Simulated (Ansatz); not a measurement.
**Two runs on HF2**

System: HF2, multiplicity 2.
Method of run A: UHF/def2-TZVPD (Ansatz 0.2.0).

Text and figures count atoms from 1; the logs count them from 0 in places.

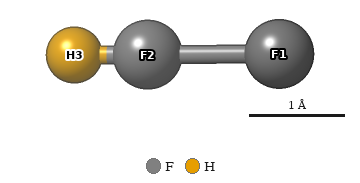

**Figure 1.** The structure (ball-and-stick view, seen at a tilt; atoms are numbered from 1 in the order of the input).

### The input, run A
```yaml
crystal:
  periodic: [false, false, false]
  atoms:
    - { symbol: F, position_ang: [-1.401, 0.0, 0.0] }
    - { symbol: F, position_ang: [0.0, 0.0, 0.0] }
    - { symbol: H, position_ang: [0.782, 0.0, 0.0] }
magnetization:
  spin_polarized: true
  initial_magnetization: 1
basis:
  gaussian: { orbitals: def2-TZVPD }
hamiltonian:
  xc: hf
output:
  forces: true
```

Command:
```bash
ansatz run input.yaml --threads 1 --pin off --max-ram 2560MiB --backend cpu --events-out ev --progress --plain --runs-dir out
```

Hardware: 1 thread of Arm Neoverse V2, 112 GiB of memory available, shared host.

### Output (run A)
```
Engine: ansatz 0.2.0, aarch64-unknown-linux-gnu
Functional definition: HF
  exchange = exact_x
  correlation = 0
511 factors; their error is unknown
mean field evaluation 1: about -5421.0761 eV, gradient 1.7e1 eV
mean field evaluation 2: about -5422.2559 eV, gradient 7.7e0 eV
mean field evaluation 4: about -5422.5858 eV, gradient 1.3e0 eV
mean field evaluation 8: about -5422.7018 eV, gradient 5.6e-2 eV
mean field -5422.70182270 eV, -199.2806163448 hartree, gradient 9.6e-6 eV, S^2 0.757121; 0 other end points of the search recorded, 0 dependent functions left out
the calculation of the forces begins
reference -5422.70182270 eV, -199.2806163448 hartree; 10, 9 occupied and 79, 80 virtual orbitals, 511 factors
Total energy: -5422.70182270 eV, -199.2806163448 hartree
Atom 0 at    -1.401000     0.000000     0.000000 Å, force   -19.854272    -0.000000    -0.000000 eV/Å
Atom 1 at     0.000000     0.000000     0.000000 Å, force     5.929364     0.000000    -0.000000 eV/Å
Atom 2 at     0.782000     0.000000     0.000000 Å, force    13.924908    -0.000000     0.000000 eV/Å
Dipole moment:     0.521641     0.000000    -0.000000 e Å
```

The input of run B differs as follows (lines with − go, lines with + come):
```diff
-    - { symbol: F, position_ang: [-1.401, 0.0, 0.0] }
+    - { symbol: F, position_ang: [-1.014, 0.0, 0.0] }
-    - { symbol: H, position_ang: [0.782, 0.0, 0.0] }
+    - { symbol: H, position_ang: [1.058, 0.0, 0.0] }
```

Predict how the results change.

With the same method and basis, run B lies 222.8 kcal/mol higher. The largest force goes from 19.854 to 51.946 eV/Å.

### Output (run B)
```
Engine: ansatz 0.2.0, aarch64-unknown-linux-gnu
Functional definition: HF
  exchange = exact_x
  correlation = 0
511 factors; their error is unknown
mean field evaluation 1: about -5411.3515 eV, gradient 2.2e1 eV
mean field evaluation 2: about -5412.6940 eV, gradient 8.2e0 eV
mean field evaluation 4: about -5412.9076 eV, gradient 7.9e-1 eV
mean field evaluation 8: about -5412.9161 eV, gradient 1.1e-1 eV
mean field evaluation 16: about -5411.4568 eV, gradient 2.2e1 eV
mean field -5413.03945012 eV, -198.9255307020 hartree, gradient 1.1e-5 eV, S^2 0.751513; 0 other end points of the search recorded, 0 dependent functions left out
the calculation of the forces begins
reference -5413.03945012 eV, -198.9255307020 hartree; 10, 9 occupied and 79, 80 virtual orbitals, 511 factors
Total energy: -5413.03945012 eV, -198.9255307020 hartree
Atom 0 at    -1.014000     0.000000     0.000000 Å, force   -51.945879     0.000000     0.000000 eV/Å
Atom 1 at     0.000000     0.000000     0.000000 Å, force    41.420509    -0.000000    -0.000000 eV/Å
Atom 2 at     1.058000     0.000000     0.000000 Å, force    10.525370    -0.000000    -0.000000 eV/Å
Dipole moment:    -0.413206    -0.000000    -0.000000 e Å
```

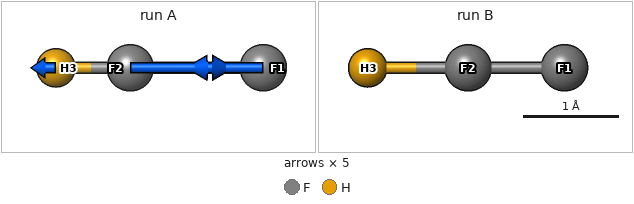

**Figure 2.** The two input geometries at one scale (ball-and-stick view, seen at a tilt). The blue arrows on the first give the shifts of the atoms after the best rigid fit, magnified 5 times. F2 moves most after the best rigid fit: 0.22 Å. Largest moves by element: F 0.22 Å, H 0.06 Å. Among the contacts that change: F1–F2 1.401 → 1.014 Å, F2–H3 0.782 → 1.058 Å.

### The two runs side by side

| quantity | run A | run B |
| --- | --- | --- |
| outcome | converged | converged |
| total energy (hartree) | −199.280616 | −198.925531 |
| ⟨S²⟩ | 0.757 | 0.752 |
| largest force (eV/Å) | 19.854 | 51.946 |
| basis functions | 89 | 89 |
